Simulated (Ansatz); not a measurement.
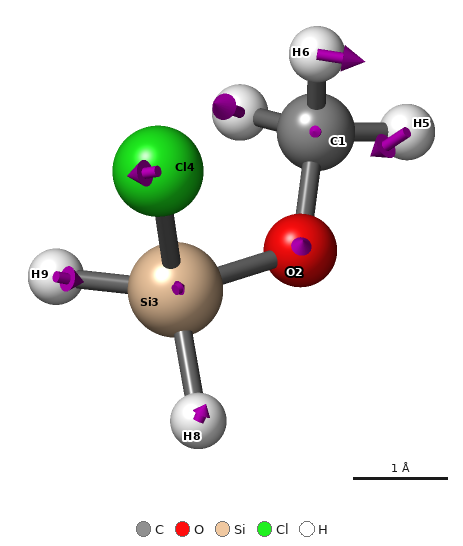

This is a relaxation of CH$_{5}$ClOSi. The starting structure is drawn; purple arrows show the displacements, magnified 5 times. The two geometries are superimposed by the best rigid fit.

The picture is a ball-and-stick view, seen from a free direction.

The start comes from PBE-D4/def2-SVP.

Computed with RKS PBE0-D4/def2-TZVP in Ansatz 0.2.0.

Input
```yaml
crystal:
  periodic: [false, false, false]
  atoms:
    - {symbol: C, position_ang: [-0.848219, 1.000257, 0.439181]}
    - {symbol: O, position_ang: [0.404753, 0.706783, -0.158050]}
    - {symbol: Si, position_ang: [0.902335, -0.828366, -0.569913]}
    - {symbol: Cl, position_ang: [1.001283, -2.045274, 1.122153]}
    - {symbol: H, position_ang: [-0.911978, 2.095526, 0.598489]}
    - {symbol: H, position_ang: [-0.960486, 0.494811, 1.424156]}
    - {symbol: H, position_ang: [-1.700563, 0.692054, -0.209232]}
    - {symbol: H, position_ang: [2.268451, -0.676700, -1.151938]}
    - {symbol: H, position_ang: [-0.066976, -1.485390, -1.511946]}
basis:
  gaussian: {orbitals: def2-TZVP}
hamiltonian: {xc: pbe0, dispersion: d4}
relax: {f_tol: 0.005, max_steps: 150}
```

Atoms of which element are displaced furthest, and by how much?

Hydrogen: up to 0.13 Å, against 0.08 Å for chlorine.

What happened in the run?

H7 moves most after the best rigid fit: 0.13 Å. By element the largest moves are H 0.13 Å, Cl 0.08 Å, O 0.05 Å, Si 0.03 Å, C 0.02 Å. Among the contacts that change: O2–Si3 1.666 → 1.626 Å, Si3–Cl4 2.087 → 2.057 Å, Si3–H9 1.503 → 1.483 Å, C1–H7 1.114 → 1.096 Å. The energy falls by 0.060 eV in 9 geometry steps. Largest force component: 0.96 eV/Å at the start, 0.0033 eV/Å at the end. The run took about 70 core-seconds on a shared host.
